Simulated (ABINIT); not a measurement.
## A GW chain in ABINIT: SrTiO3 (Tausonite)

Wanted: ground state, empty states, screening and self-energy for SrTiO3 (Tausonite).

Program: ABINIT 10.8.3. Level of theory: PBE and many-body steps on it, plane waves. Results are calculated unless marked as measured.

**The experiments to reproduce.**

- Gap 3.77 eV: direct gap (M0 critical point); spectroscopic ellipsometry, second-derivative fit; 300 K; bulk crystal (commercial single crystal) (“Optical probe of ferroelectric order in bulk and thin film perovskite titanates”, 2013, arxiv:1309.1245).

**1. The structure**

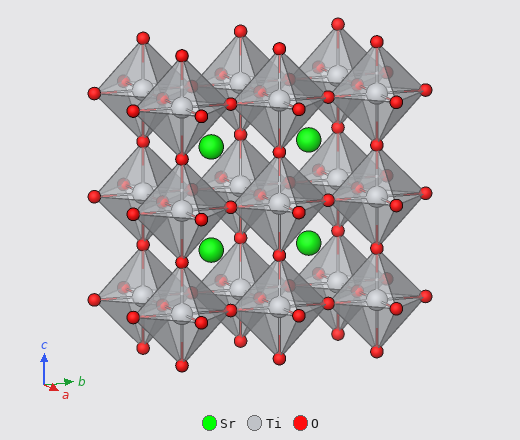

The starting structure, seen slightly off an axis (strontium green, titanium light grey, oxygen red). 1×2×2 cells are drawn. Some periodic images of atoms are drawn too.

The cell and positions come from the Crystallography Open Database and are kept as given unless a step says otherwise.

**2. Ground state**

This step: ABINIT 10.8.3; DFT, PBE, plane waves, norm-conserving pseudopotentials.

The ground-state density comes first.

run.abi reads:

```
acell 3*1.0 Angstrom
rprim 
  3.905280000000 0.000000000000 0.000000000000
  0.000000000000 3.905280000000 0.000000000000
  0.000000000000 0.000000000000 3.905280000000
ntypat 3
znucl 38 22 8
natom 5
typat 1 2 3 3 3
xred 
  0.500000000000 0.500000000000 0.500000000000
  0.000000000000 0.000000000000 0.000000000000
  0.500000000000 0.000000000000 0.000000000000
  0.000000000000 0.500000000000 0.000000000000
  0.000000000000 0.000000000000 0.500000000000
pp_dirpath "pseudos"
pseudos "Sr.upf, Ti.upf, O.upf"
ecut 38
ngkpt 6 6 6
nshiftk 1
shiftk 0 0 0
kptopt 1
chksymbreak 0
nband 26
occopt 1
tolvrs 1e-10
nstep 60
prtwf 0
optforces 0
optstress 0
indata_prefix "in"
outdata_prefix "out"
tmpdata_prefix "tmp"
```

The run is started by

```
> OMP_NUM_THREADS=1 mpirun -n 8 abinit run.abi > log
```

Numbers of over 12 decimals in the logs are rounded to 6 here.

The log of the run:

```text
.Version 10.8.3 of ABINIT. v10.8.2 released Aug 2026.

 Symmetries : space group Pm -3 m (#221); Bravais cP (primitive cubic)
================================================================================
 Values of the parameters that define the memory need of the present run
     intxc =       0    ionmov =       0      iscf =       7    lmnmax =       6
     lnmax =       6     mgfft =      45  mpssoang =       3    mqgrid =    3001
     natom =       5  nloc_mem =       1    nspden =       1   nspinor =       1
    nsppol =       1      nsym =      48    n1xccc =    2501    ntypat =       3
    occopt =       1   xclevel =       2
-    mband =          26        mffmem =           1         mkmem =           3
       mpw =        4525          nfft =       91125          nkpt =          20
================================================================================
  Rough estimation (10% accuracy) of disk space for files :
================================================================================

--------------------------------------------------------------------------------
------------- Echo of variables that govern the present computation ------------
--------------------------------------------------------------------------------
 -outvars: echo values of preprocessed input variables --------
            acell      1.8897261259E+00  1.8897261259E+00  1.8897261259E+00 Bohr

      chksymbreak           0
             ecut      3.80000000E+01 Hartree
-          fftalg         312

              ixc     -101130
              kpt      0.00000000E+00  0.00000000E+00  0.00000000E+00
                       1.66666667E-01  0.00000000E+00  0.00000000E+00
                       3.33333333E-01  0.00000000E+00  0.00000000E+00
                       5.00000000E-01  0.00000000E+00  0.00000000E+00
                       1.66666667E-01  1.66666667E-01  0.00000000E+00
                       3.33333333E-01  1.66666667E-01  0.00000000E+00
                       5.00000000E-01  1.66666667E-01  0.00000000E+00
                       3.33333333E-01  3.33333333E-01  0.00000000E+00
                       5.00000000E-01  3.33333333E-01  0.00000000E+00
   [... 9 further rows ...]
                       5.00000000E-01  5.00000000E-01  3.33333333E-01
                       5.00000000E-01  5.00000000E-01  5.00000000E-01
         kptrlatt        6    0    0      0    6    0      0    0    6
          kptrlen      4.42794579E+01
P           mkmem           3
            natom           5
            nband          26
            ngfft          45      45      45
             nkpt          20
            nstep          60
             nsym          48
           ntypat           3
              occ      2.000000  2.000000  2.000000  2.000000  2.000000  2.000000
                       2.000000  2.000000  2.000000  2.000000  2.000000  2.000000
                       2.000000  2.000000  2.000000  2.000000  2.000000  2.000000
                       2.000000  2.000000  0.000000  0.000000  0.000000  0.000000
                       0.000000  0.000000
        optforces           0
        optstress           0
            prtwf           0
            rprim      3.9052800000E+00  0.0000000000E+00  0.0000000000E+00
[...]
spgroup         221

           tolvrs      1.00000000E-10

             xred      5.0000000000E-01  5.0000000000E-01  5.0000000000E-01
[...]
znucl       38.00000   22.00000    8.00000

================================================================================

 chkinp: Checking input parameters for consistency.

================================================================================
== DATASET  1 ==================================================================
-   mpi_nproc: 8, omp_nthreads: 1 (-1 if OMP is not activated)

--- !DatasetInfo
iteration_state: {dtset: 1, }
dimensions: {natom: 5, nkpt: 20, mband: 26, nsppol: 1, nspinor: 1, nspden: 1, mpw: 4525, }
cutoff_energies: {ecut:  38.0, pawecutdg:  -1.0, }
electrons: {nelect:   4.00000000E+01, charge:   0.00000000E+00, occopt:   1.00000000E+00, tsmear:   1.00000000E-02, }

 Real(R)+Recip(G) space primitive vectors, cartesian coordinates (Bohr,Bohr^-1):
 R(1)=  7.3799096  0.0000000  0.0000000  G(1)=  0.1355030  0.0000000  0.0000000
 R(2)=  0.0000000  7.3799096  0.0000000  G(2)=  0.0000000  0.1355030  0.0000000
 R(3)=  0.0000000  0.0000000  7.3799096  G(3)=  0.0000000  0.0000000  0.1355030
 Unit cell volume ucvol=  4.0193251E+02 bohr^3
 Angles (23,13,12)=  9.00000000E+01  9.00000000E+01  9.00000000E+01 degrees

 getcut: wavevector=  0.0000  0.0000  0.0000  ngfft=  45  45  45
         ecut(hartree)=     38.000   => boxcut(ratio)=   2.14855

--- Pseudopotential description ------------------------------------------------
- Sr Generated using ONCVPSP code by D. R. Hamann
- 38.00000  10.00000  171031                  znucl, zion, pspdat
12 -101130 2 -1 1834                          pspcod,pspxc,lmax,lloc,mmax
     nproj     2     2     2
  pspatm : epsatm=   12.84204793
         --- l  ekb(1:nproj) -->
[...]
pspatm: atomic psp has been read  and splines computed

- Ti Generated using ONCVPSP code by D. R. Hamann
- 22.00000  12.00000  171031                  znucl, zion, pspdat
12 -101130 2 -1 1586                          pspcod,pspxc,lmax,lloc,mmax
     nproj     2     2     2
  pspatm : epsatm=   14.68144553
         --- l  ekb(1:nproj) -->
[...]
pspatm: atomic psp has been read  and splines computed

- O Generated using ONCVPSP code by D. R. Hamann
-  8.00000   6.00000  171031                  znucl, zion, pspdat
12 -101130 2 -1 936                           pspcod,pspxc,lmax,lloc,mmax
     nproj     2     2     1
  pspatm : epsatm=    6.19545534
         --- l  ekb(1:nproj) -->
[...]
2   -1.331955
 pspatm: atomic psp has been read  and splines computed

   1.84439438E+03                                ecore*ucvol(ha*bohr**3)
--------------------------------------------------------------------------------

_setup2: Arith. and geom. avg. npw (full set) are    4500.495    4500.470

================================================================================

--- !BeginCycle
iteration_state: {dtset: 1, }
solver: {iscf: 7, nstep: 60, nline: 4, wfoptalg: 0, }
tolerances: {tolvrs: 1.00E-10, }

     iter   Etot(hartree)      deltaE(h)  residm     vres2
 ETOT  1  -142.93984632578    -1.429E+02 1.204E-01 1.913E+03
 ETOT  2  -134.35252462204     8.587E+00 1.309E-01 3.322E+04
 ETOT  3  -143.46700343535    -9.114E+00 7.517E-02 4.465E+02
 ETOT  4  -143.48430351532    -1.730E-02 1.176E-02 2.757E+02
 ETOT  5  -143.52490314262    -4.060E-02 3.524E-03 7.963E+01
 ETOT  6  -143.53667094116    -1.177E-02 2.378E-03 2.084E+01
 ETOT  7  -143.54052405821    -3.853E-03 9.859E-03 1.503E+00
 ETOT  8  -143.54082156406    -2.975E-04 1.867E-03 1.093E-01
 ETOT  9  -143.54084400344    -2.244E-05 4.528E-03 3.528E-04
 ETOT 10  -143.54084405618    -5.273E-08 1.489E-03 1.322E-04
 ETOT 11  -143.54084407869    -2.251E-08 1.326E-03 4.309E-06
 ETOT 12  -143.54084407962    -9.339E-10 9.459E-04 1.902E-09
 ETOT 13  -143.54084407962    -4.547E-12 1.805E-03 8.134E-10
 ETOT 14  -143.54084407963    -3.723E-12 1.226E-03 2.542E-12

 At SCF step   14       vres2   =  2.54E-12 < tolvrs=  1.00E-10 =>converged.

--- !ResultsGS
iteration_state: {dtset: 1, }
comment   : Summary of ground state results
lattice_vectors:
- [  7.3799096,   0.0000000,   0.0000000, ]
- [  0.0000000,   7.3799096,   0.0000000, ]
- [  0.0000000,   0.0000000,   7.3799096, ]
lattice_lengths: [   7.37991,    7.37991,    7.37991, ]
lattice_angles: [ 90.000,  90.000,  90.000, ] # degrees, (23, 13, 12)
lattice_volume:   4.0193251E+02
convergence: {deltae: -3.723E-12, res2:  2.542E-12, residm:  1.226E-03, diffor:  0.000E+00, }
etotal    :  -1.43540844E+02
entropy   :   0.00000000E+00
fermie    :   2.54497182E-01
cartesian_stress_tensor: null
pressure_GPa: null
xred      :
- [  5.0000E-01,   5.0000E-01,   5.0000E-01, Sr]
- [  0.0000E+00,   0.0000E+00,   0.0000E+00, Ti]
- [  5.0000E-01,   0.0000E+00,   0.0000E+00,  O]
- [  0.0000E+00,   5.0000E-01,   0.0000E+00,  O]
- [  0.0000E+00,   0.0000E+00,   5.0000E-01,  O]
cartesian_forces: null
force_length_stats: {min: null, max: null, mean: null, }

 Integrated electronic density in atomic spheres:
 ------------------------------------------------
 Atom  Sphere_radius  Integrated_density
[...]
================================================================================

 ----iterations are completed or convergence reached----

 Mean square residual over all n,k,spin=   83.496E-07; max=  12.261E-04
 reduced coordinates (array xred) for    5 atoms
       0.500000000000      0.500000000000      0.500000000000
       0.000000000000      0.000000000000      0.000000000000
       0.500000000000      0.000000000000      0.000000000000
       0.000000000000      0.500000000000      0.000000000000
       0.000000000000      0.000000000000      0.500000000000
 rms dE/dt=  0.0000E+00; max dE/dt=  0.0000E+00; dE/dt below (all hartree)
    1       0.000000000000      0.000000000000      0.000000000000
    2       0.000000000000      0.000000000000      0.000000000000
    3       0.000000000000      0.000000000000      0.000000000000
    4       0.000000000000      0.000000000000      0.000000000000
    5       0.000000000000      0.000000000000      0.000000000000

 cartesian coordinates (angstrom) at end:
    1      1.952640     1.952640     1.952640
    2      0.000000     0.000000     0.000000
    3      1.952640     0.000000     0.000000
    4      0.000000     1.952640     0.000000
    5      0.000000     0.000000     1.952640
 length scales=  1.889726125908  1.889726125908  1.889726125908 bohr
              =  1.000000000000  1.000000000000  1.000000000000 angstroms
 prteigrs : about to open file out_EIG
 Fermi (or HOMO) energy (hartree) =   0.25450   Average Vxc (hartree)=  -0.42036
 Eigenvalues (hartree) for nkpt=  20  k points:
 kpt#   1, nband= 26, wtk=  0.00463, kpt=  0.0000  0.0000  0.0000 (reduced coord)
  -1.81815   -0.94790   -0.94625   -0.94625   -0.94625   -0.38343   -0.34734   -0.34734
  -0.28601   -0.28601   -0.28601    0.15118    0.15118    0.15118    0.21165    0.21165
   0.21165    0.24145    0.24145    0.24145    0.32460    0.32460    0.32460    0.41575
   0.41576    0.45510
 prteigrs : prtvol=0 or 1, do not print more k-points.

--- !EnergyTerms
iteration_state     : {dtset: 1, }
comment             : Components of total free energy in Hartree
kinetic             :  6.54542980228895E+01
hartree             :  3.02029718585664E+01
xc                  : -2.97726453297860E+01
Ewald energy        : -1.06245779347251E+02
psp_core            :  4.58881612978461E+00
local_psp           : -1.06039726698923E+02
non_local_psp       : -1.72877871490884E+00
total_energy        : -1.43540844079628E+02
total_energy_eV     : -3.90594535032490E+03
band_energy         : -1.20259377884531E+01

== END DATASET(S) ==============================================================
================================================================================

 -outvars: echo values of variables after computation  --------
           etotal     -1.4354084408E+02
            nband          26
             nkpt          20
          spgroup         221
 [... the other variables as echoed above ...]

 Calculation completed.
```

Elapsed: 54 s, on 8 MPI ranks of Intel Xeon Platinum 8375C at 2.90GHz (Ice Lake), shared host; peak memory 0.74 GiB; 6.6 min of CPU time.

Numbers from this step:

```yaml
total_energy: -3905.9454 eV
gap: 1.908 eV
k_of_the_valence_top: 0.5, 0.5, 0.5
k_of_the_conduction_bottom: 0, 0, 0
least_direct_gap: 2.263 eV
```

The gap is indirect, with the least direct gap 0.36 eV higher.

**3. Empty states on the mesh, 4×4×4 mesh, 184 bands**

The sums over transitions need many empty states on a uniform mesh; this step solves for them.

run.abi, as its differences from that of step 2:

```diff
@@ -18,3 +18,3 @@
 ecut 38
-ngkpt 6 6 6
+ngkpt 4 4 4
 nshiftk 1
@@ -23,9 +23,10 @@
 chksymbreak 0
-nband 26
+irdden 1
+istwfk *1
+nband 184
+prtvol 0
+optdriver 6
+gwr_task "HDIAGO"
+paral_kgb 0
 occopt 1
-tolvrs 1e-10
-nstep 60
-prtwf 0
-optforces 0
-optstress 0
 indata_prefix "in"
```

The log of the run:

```text
[banner, memory and clock lines left out]
.Version 10.8.3 of ABINIT. v10.8.2 released Aug 2026.

 Symmetries : space group Pm -3 m (#221); Bravais cP (primitive cubic)
[... echo of the input left out ...]
== DATASET  1 ==================================================================
-   mpi_nproc: 8, omp_nthreads: 1 (-1 if OMP is not activated)

--- !DatasetInfo
iteration_state: {dtset: 1, }
dimensions: {natom: 5, nkpt: 10, mband: 184, nsppol: 1, nspinor: 1, nspden: 1, mpw: 4632, }
cutoff_energies: {ecut:  38.0, pawecutdg:  -1.0, }
electrons: {nelect:   4.00000000E+01, charge:   0.00000000E+00, occopt:   1.00000000E+00, tsmear:   1.00000000E-02, }

.Using double precision arithmetic; gwpc =  8

- Reading GS density from: in_DEN

--- Pseudopotential description ------------------------------------------------
- Sr Generated using ONCVPSP code by D. R. Hamann
- 38.00000  10.00000  171031                  znucl, zion, pspdat
12 -101130 2 -1 1834                          pspcod,pspxc,lmax,lloc,mmax
     nproj     2     2     2
  pspatm : epsatm=   12.84204793
         --- l  ekb(1:nproj) -->
             0    9.951127    1.027824
             1    7.382610    1.665143
             2    4.168853    0.950057
 pspatm: atomic psp has been read  and splines computed

- Ti Generated using ONCVPSP code by D. R. Hamann
- 22.00000  12.00000  171031                  znucl, zion, pspdat
12 -101130 2 -1 1586                          pspcod,pspxc,lmax,lloc,mmax
     nproj     2     2     2
  pspatm : epsatm=   14.68144553
         --- l  ekb(1:nproj) -->
[...]
pspatm: atomic psp has been read  and splines computed

- O Generated using ONCVPSP code by D. R. Hamann
-  8.00000   6.00000  171031                  znucl, zion, pspdat
12 -101130 2 -1 936                           pspcod,pspxc,lmax,lloc,mmax
     nproj     2     2     1
  pspatm : epsatm=    6.19545534
         --- l  ekb(1:nproj) -->
             0    6.056735    0.824024
             1   -4.717130   -1.149271
             2   -1.331955
 pspatm: atomic psp has been read  and splines computed

   1.84439438E+03                                ecore*ucvol(ha*bohr**3)

 Total charge density [el/Bohr^3]
)     Maximum=    1.3479E+00  at reduced coord.    0.0000    0.0000    0.9111
)     Minimum=    5.0390E-03  at reduced coord.    0.4889    0.4889    0.0000
   Integrated=    4.0000E+01

 === KS gaps after direct diagonalization ===
 Indirect band gap semiconductor
 Fundamental gap:     1.908 (eV)
   VBM:     6.925 (eV) at k: [ 5.0000E-01,  5.0000E-01,  5.0000E-01]
   CBM:     8.833 (eV) at k: [ 0.0000E+00,  0.0000E+00,  0.0000E+00]
 Direct gap:         2.263 (eV) at k: [ 0.0000E+00,  0.0000E+00,  0.0000E+00]

== END DATASET(S) ==============================================================

 -outvars: echo values of variables after computation  --------
           etotal      0.0000000000E+00
            nband         184
             nkpt          10
          spgroup         221
 [... the other variables as echoed above ...]

 Calculation completed.
```

The job ended after 3.7 min (8 MPI ranks; peak memory 9.2 GiB).

Numbers from this step:

* gap: 1.908 eV
* k of the valence top: 0.5, 0.5, 0.5
* k of the conduction bottom: 0, 0, 0
* least direct gap: 2.263 eV
* k points computed: 10
* lowest point of the top converged band, above the valence top: 95.6501 eV

On this mesh the gap is 1.908 eV.

**4. Screening, 4×4×4 mesh, 176 bands, screening to 163.3 eV**

The RPA dielectric matrix is built and inverted for each q.

This step: RPA screening on PBE, plane waves, norm-conserving pseudopotentials.

run.abi, as its differences from that of step 3:

```diff
@@ -23,10 +23,11 @@
 chksymbreak 0
-irdden 1
 istwfk *1
-nband 184
-prtvol 0
-optdriver 6
-gwr_task "HDIAGO"
-paral_kgb 0
 occopt 1
+irdwfk 1
+optdriver 3
+nband 176
+ecuteps 6
+inclvkb 2
+awtr 1
+symchi 1
 indata_prefix "in"
```

The log of the run:

```text
.Version 10.8.3 of ABINIT. v10.8.2 released Aug 2026.

 Symmetries : space group Pm -3 m (#221); Bravais cP (primitive cubic)
[... echo of the input left out ...]
== DATASET  1 ==================================================================
-   mpi_nproc: 8, omp_nthreads: 1 (-1 if OMP is not activated)

--- !DatasetInfo
iteration_state: {dtset: 1, }
dimensions: {natom: 5, nkpt: 10, mband: 176, nsppol: 1, nspinor: 1, nspden: 1, mpw: 4632, }
cutoff_energies: {ecut:  38.0, pawecutdg:  -1.0, }
electrons: {nelect:   4.00000000E+01, charge:   0.00000000E+00, occopt:   1.00000000E+00, tsmear:   1.00000000E-02, }

 SCREENING: Calculation of the susceptibility and dielectric matrices

 Based on a program developped by R.W. Godby, V. Olevano, G. Onida, and L. Reining.
 Incorporated in ABINIT by V. Olevano, G.-M. Rignanese, and M. Torrent.
.Using double precision arithmetic ; gwpc =  8

[... cell and pseudopotentials left out ...]
--------------------------------------------------------------------------------

 ==== K-mesh for the wavefunctions ====
 Number of points in the irreducible wedge :    10
[... list of points left out ...]
 Together with 48 symmetry operations and time-reversal symmetry
 yields    64 points in the full Brillouin Zone.

 ==== Q-mesh for the screening function ====
 Number of points in the irreducible wedge :    10
[... list of points left out ...]
 Together with 48 symmetry operations and time-reversal symmetry
 yields    64 points in the full Brillouin Zone.

 setmesh: FFT mesh size selected  =    30x   30x   30
          total number of points  =        27000

 vcoul_init : cutoff-mode = AUXILIARY_FUNCTION
 q-points for optical limit:   1
     1)      0.000010    0.000020    0.000030

- screening: taking advantage of time-reversal symmetry
- Maximum band index for partially occupied states nbvw = 20
- Remaining bands to be divided among processors   nbcw = 156
- Number of bands treated by each node ~19

 Number of electrons calculated from density =   40.0000; Expected =   40.0000
 average of density, n =  0.099519
 r_s =    1.3387
 omega_plasma =   30.4305 [eV]

 calculating chi0 at frequencies [eV] :
  1    0.000000E+00    0.000000E+00
  2    0.000000E+00    3.043050E+01

--------------------------------------------------------------------------------
  q-point number  1        q = ( 0.000000, 0.000000, 0.000000) [r.l.u.]
--------------------------------------------------------------------------------
[... chi0 elements left out ...]
 For q-point:  0.000010 0.000020 0.000030
  dielectric constant =   6.4039
  dielectric constant without local fields =   6.7748

  Average fulfillment of the sum rule on Im[epsilon] for q-point    1 :     73.38  [%]
[... wings left out ...]
  q-point number  2        q = ( 0.250000, 0.000000, 0.000000) [r.l.u.]
--------------------------------------------------------------------------------
[... chi0 elements left out ...]
  Average fulfillment of the sum rule on Im[epsilon] for q-point    2 :     81.73  [%]

 [... 8 further q-points ...]
```

The job ended after 2.6 min (8 MPI ranks; peak memory 2.4 GiB; 21 min of CPU time).

Numbers from this step:

* ε∞ with local fields, on this mesh, along the program's q direction: 6.404
* the same without local fields: 6.775
* plasma frequency: 30.43 eV
* plane waves in the screening matrix: 257

Local fields lower ε∞ by 5 %. On a Γ-centred mesh this coarse the value itself is usually too large, while a short band sum pulls it down.

(Part 1 of 2 ends here.)

[Paths, hosts, dates, memory and timing lines, banners, echoed tables and standing remarks are left out of the program output.]

[Logs are printed without paths, hosts, clocks, repeated set-up lines and the standing remarks that a program may print on its own settings, such as how far it seeks lower states.]

[Runs of the session that timed out or met a known fault of the program may be left out.]

[Hosts, paths, dates, database ids (printed as entryN), source tags and the programs' standing remarks are cut or masked in the printed files.]

[G0W0 gaps are taken among the corrected bands and points alone; a level outside them can change the order at an edge.]

[Where Ansatz stands beside ABINIT at settings called matched, ABINIT's density can come from a denser mesh and the files from another edition; pairs whose starting gaps differed by over 0.03 eV were left out, so agreement reads better than it is.]
